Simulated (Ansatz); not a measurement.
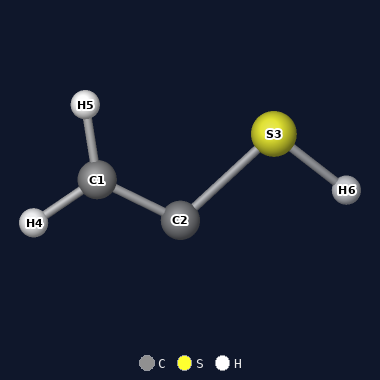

The system is C2H3S, SMILES C=[C-]S, charge −1; the picture shows the reference structure. 
- First axis: dihedral H4–C1–C2–S3. Second axis: dihedral C1–C2–S3–H6.
- Nothing is relaxed (all other coordinates rigid).
- Grid: 9 × 9 points; 45 points were computed and 36 follow by symmetry.
- Points are written as (first, second).
- Energies: kJ/mol, counted from the lowest grid point.
- Energies and slopes of some neighbouring points disagree (a jump in structure or state, or too coarse a mesh). The dihedral twists a double bond; near 90° a spin-restricted reference is unreliable.
- The calculation used Ansatz 0.2.0, RKS wB97X-V/def2-SVPD.

Its coordinates:

```xyz
6

C    -0.3953    0.1298   -0.9596
C    -0.5645   -0.0076    0.3781
S     1.0491   -0.1965    1.2084
H    -1.2800    0.2539   -1.6032
H     0.5729    0.1315   -1.5033
H     0.6179   -0.3112    2.4796
```

Range: dihedral H4–C1–C2–S3 from −180 to 140°; dihedral C1–C2–S3–H6 from −180 to 140°.

> What will the energy surface look like?

The lowest grid point is at (−180°, −180°). Other grid points that lie below all their neighbours: (−180°, −20°) (4.8 kJ/mol higher); (−20°, −180°) (21 kJ/mol higher); (−20°, 20°) (24 kJ/mol higher). The highest grid point, (−100°, 100°), lies 289 kJ/mol above the lowest.

```
dihedral C1–C2–S3–H6 ↓, dihedral H4–C1–C2–S3 →  −180  −140  −100  −60  −20  20   60  100  140
                                           140    10    83   268  150   27  36  168  256   69
                                           100    28   100   289  175   47  52  187  277   92
                                            60    24    92   287  166   45  45  177  263   87
                                            20     5    70   257  144   24  26  152  243   66
                                           −20     5    66   243  152   26  24  144  257   70
                                           −60    24    87   263  177   45  45  166  287   92
                                          −100    28    92   277  187   52  47  175  289  100
                                          −140    10    69   256  168   36  27  150  268   83
                                          −180     0    62   243  143   21  21  143  243   62
```

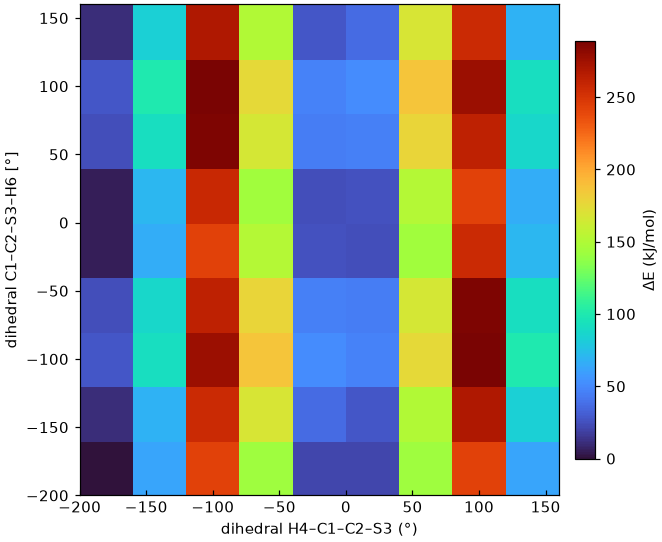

In the figure: one coloured cell a grid point.

Each point was launched as `ansatz run input.yaml --threads 1 --pin off --max-ram 2560MiB --backend cpu --events-out ev --progress --plain --runs-dir out`. The whole map (45 points run) took 6.1 min on 1 thread of Arm Neoverse V2, on a shared host.
